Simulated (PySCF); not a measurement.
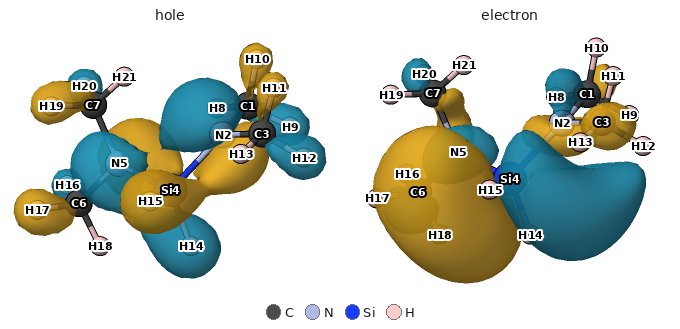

*C$_{4}$H$_{14}$N$_{2}$Si, SMILES `CN(C)[SiH2]N(C)C`. Leading natural transition orbital pair of T₂ (TDA triplet states); the surfaces enclose about 70 % of each orbital's density.*

Level of theory: BHandHLYP/6-31G* (PySCF), at a geometry from GFN2-xTB. No frequency check shows the geometry to be a minimum. Without diffuse functions Rydberg states are missing, so the states' numbers hold for this basis only.

Q: Give its energy and the atoms that hole and electron lie on.

A: 6.59 eV (188 nm), spin-forbidden from the singlet ground state; the leading pair carries 91 %; hole on N2 and N5 (26 % each) and Si4 (11 %), electron on Si4 (40 %), N2 and N5 (7 % each) and H14 and H15 (7 % each); their centroids lie 1.0 Å apart; T₁ lies within 0.1 eV of it. In canonical orbitals it is mainly HOMO−1 → LUMO (89 %). The HOMO–LUMO gap is 9.70 eV.
